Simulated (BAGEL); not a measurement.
# PH (SMILES [PH]): NEVPT2(6,5)/cc-pVTZ (density fitting with cc-pvqz-jkfit)

Aim: the energy change on altering one bond length of PH at NEVPT2(6,5)/cc-pVTZ (density fitting with cc-pvqz-jkfit), from 2 runs. 

The calculation is run with BAGEL 1.2.2.

2 further runs of the same task are left out: 2 set aside as unsound or not needed.

## (1) The molecule

PH: 2 atoms, total charge 0, spin state triplet. SMILES: `[PH]`. The shape is that of a PBE0-D4/def2-TZVP optimisation.

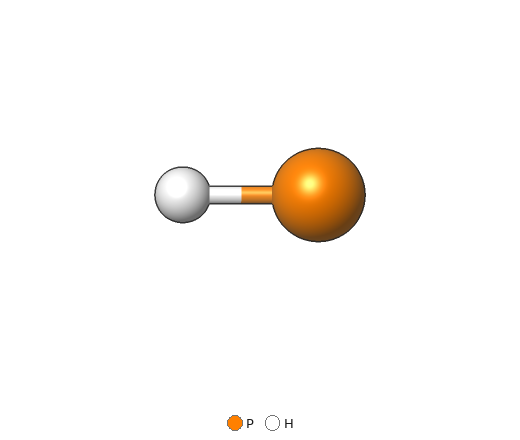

The structure, seen from a chosen angle (phosphorus orange, hydrogen white).

## (2) The energy at NEVPT2(6,5)/cc-pVTZ (density fitting with cc-pvqz-jkfit)

Contents of nevpt2.json:

```json
{ "bagel": [

{
  "title": "molecule",
  "basis": "cc-pvtz.json",
  "df_basis": "cc-pvqz-jkfit",
  "angstrom": true,
  "geometry": [
    { "atom": "P", "xyz": [       0.000000,       0.000000,      -0.014610 ] },
    { "atom": "H", "xyz": [       0.000000,       0.000000,       1.413680 ] }
  ]
},

{ "title": "hf" },

{ "title": "casscf", "nstate": 1, "nact": 5, "nclosed": 5, "nspin": 2, "maxiter": 200, "natocc": true },

{ "title": "nevpt2", "nstate": 1, "nact": 5, "nclosed": 5, "nspin": 2, "maxiter": 200, "natocc": true, "ncore": 5 },

{ "title": "print", "file": "orbitals.molden", "orbitals": true }

]}
```

The basis set cc-pVTZ is read from a file made from the Basis Set Exchange's data (not shown).

Launch:

```sh
$ BAGEL_NUM_THREADS=1 BAGEL nevpt2.json > nevpt2.out
```

What it wrote:

```text
* using 1 threads per process

  ===============================================================
  ===============================================================

  *** Geometry ***

  { "atom" : "P", "xyz" : [      0.000000,      0.000000,     -0.027609 ] },
  { "atom" : "H", "xyz" : [      0.000000,      0.000000,      2.671468 ] },

  Number of auxiliary basis functions:      199

  Since a DF basis is specified, we compute 2- and 3-index integrals:
    o Being stored without compression. Storage requirement is 0.004 GB

  Number of basis functions:       48
  Number of electrons      :       16

    * METHOD: MOLECULE                             0.02

  *** RHF ***

  === Nuclear Repulsion ===
     5.5574555308

      * DIIS with orbital gradients will be used.

  === RHF iteration (cc-pvtz.json) ===
      0       -341.21203165          0.00724459           0.00
      1       -341.22222171          0.00233097           0.00
      2       -341.22333488          0.00036275           0.00
[... 6 lines of this table left out ...]
      9       -341.22336925          0.00000000           0.00
    * SCF iteration converged.

    * Permanent dipole moment:
           (    0.000000,     0.000000,    -0.220748) a.u.

    * METHOD: HF                                   0.05

  ---------------------------
      CASSCF calculation
  ---------------------------

    * nstate   :      1
    * nclosed  :      5
    * nact     :      5
    * nvirt    :     38
  === CASSCF iteration (cc-pvtz.json) ===

    * Using the second-order algorithm

      0  0      -341.27960500     1.13e-02      0.00

      1  0      -341.30637328     1.66e-03      0.02
[... 101 lines of this table left out ...]
     52  0      -341.31090942     9.57e-09      0.02

    * Second-order optimization converged. *

     guess   0:   closed 11...                open ..11.

  === FCI iteration ===

      0  0      -341.28989005     2.07e-02      0.00
      1  0      -341.31065824     2.24e-03      0.00
      2  0      -341.31089974     3.69e-04      0.00
[... 5 lines of this table left out ...]
      8  0 *    -341.31090942     2.13e-15      0.00

     * ci vector, state   0, <S^2> = 2.0000
       22aa.     0.9892456915
       2.aa2    -0.1080552447

    * METHOD: CASSCF                               1.05

    * freezing 5 orbitals

  === DF-NEVPT2 calculation ===

    * 3-index integral transformation done
    * assembly done

      NEVPT2 correlation energy:   -0.0940837899      0.01

          (+0)      0.0000000000
          (+0)'     0.0000000000
          (+1)      0.0000000000
          (+1)'     0.0000000000
          (+2)      0.0000000000
          (-1)      0.0000000000
          (-1)'    -0.0415762804
          (-2)     -0.0525075095

      NEVPT2 total energy:       -341.4049932058

    * METHOD: NEVPT2                               0.04

    * METHOD: PRINT                                0.00

  ===============================================================
```

It took 1.3 s on 1 thread of Arm Neoverse V2, shared host.

## (3) The distorted shape at the same level

Contents of input.json:

```json
{ "bagel" : [

{
  "title" : "molecule",
  "basis" : "cc-pvtz.json",
  "df_basis" : "cc-pvqz-jkfit",
  "angstrom" : true,
  "geometry" : [
    { "atom" : "P", "xyz" : [    0.000000,    0.000000,   -0.228820 ] },
    { "atom" : "H", "xyz" : [    0.000000,    0.000000,    1.413680 ] }
  ]
},
{
  "title" : "hf"
},
{
  "title" : "casscf",
  "nstate" : 1,
  "nact" : 5,
  "nclosed" : 5,
  "nspin" : 2,
  "maxiter" : 200,
  "natocc" : true
},
{
  "title" : "nevpt2",
  "nstate" : 1,
  "nact" : 5,
  "nclosed" : 5,
  "nspin" : 2,
  "maxiter" : 200,
  "natocc" : true,
  "ncore" : 5
},
{
  "title" : "print",
  "file" : "orbitals.molden",
  "orbitals" : true
}

]}
```

The basis set cc-pVTZ is read from a file made from the Basis Set Exchange's data (not shown).

Launch:

```sh
$ BAGEL_NUM_THREADS=1 BAGEL input.json > input.out
```

What it wrote:

```text
* using 1 threads per process

  ===============================================================
  ===============================================================

  *** Geometry ***

  { "atom" : "P", "xyz" : [      0.000000,      0.000000,     -0.432407 ] },
  { "atom" : "H", "xyz" : [      0.000000,      0.000000,      2.671468 ] },

  Number of auxiliary basis functions:      199

  Since a DF basis is specified, we compute 2- and 3-index integrals:
    o Being stored without compression. Storage requirement is 0.004 GB

  Number of basis functions:       48
  Number of electrons      :       16

    * METHOD: MOLECULE                             0.02

  *** RHF ***

  === Nuclear Repulsion ===
     4.8326685906

      * DIIS with orbital gradients will be used.

  === RHF iteration (cc-pvtz.json) ===
      0       -341.19795245          0.00629194           0.00
      1       -341.20699392          0.00207980           0.00
      2       -341.20800696          0.00029036           0.00
[... 6 lines of this table left out ...]
      9       -341.20802887          0.00000000           0.00
    * SCF iteration converged.

    * Permanent dipole moment:
           (    0.000000,    -0.000000,    -0.087272) a.u.

    * METHOD: HF                                   0.05

  ---------------------------
      CASSCF calculation
  ---------------------------

    * nstate   :      1
    * nclosed  :      5
    * nact     :      5
    * nvirt    :     38
  === CASSCF iteration (cc-pvtz.json) ===

    * Using the second-order algorithm

      0  0      -341.26869152     1.13e-02      0.00

      1  0      -341.29926656     1.71e-03      0.02
[... 31 lines of this table left out ...]
     17  0      -341.30077936     7.18e-09      0.02

    * Second-order optimization converged. *

     guess   0:   closed 11...                open ..11.

  === FCI iteration ===

      0  0      -341.27480805     2.14e-02      0.00
      1  0      -341.30043317     2.45e-03      0.00
      2  0      -341.30074857     6.45e-04      0.00
[... 5 lines of this table left out ...]
      8  0 *    -341.30077936     2.67e-15      0.00

     * ci vector, state   0, <S^2> = 2.0000
       22aa.    -0.9842640355
       2.aa2     0.1495455724

    * METHOD: CASSCF                               0.36

    * freezing 5 orbitals

  === DF-NEVPT2 calculation ===

    * 3-index integral transformation done
    * assembly done

      NEVPT2 correlation energy:   -0.0929854065      0.01

          (+0)      0.0000000000
          (+0)'     0.0000000000
          (+1)      0.0000000000
          (+1)'     0.0000000000
          (+2)      0.0000000000
          (-1)      0.0000000000
          (-1)'    -0.0428237270
          (-2)     -0.0501616794

      NEVPT2 total energy:       -341.3937647632

    * METHOD: NEVPT2                               0.04

    * METHOD: PRINT                                0.00

  ===============================================================
```

It took 0.64 s on 1 thread of Arm Neoverse V2, shared host.

## (4) What came out

Level: NEVPT2(6,5)/cc-pVTZ (density fitting with cc-pvqz-jkfit), 5 core orbitals frozen.

| quantity | value |
| --- | --- |
| first shape: total energy | -341.40499 Eh |
| distorted shape: total energy | -341.39376 Eh |
| energy change with the P1–H2 bond stretched from 1.428 to 1.643 Å | 0.306 eV |

With the P1–H2 bond stretched from 1.428 to 1.643 Å the energy rises by 0.31 eV (7.0 kcal/mol). The first shape isn't relaxed at this level, so the change isn't measured from a minimum.
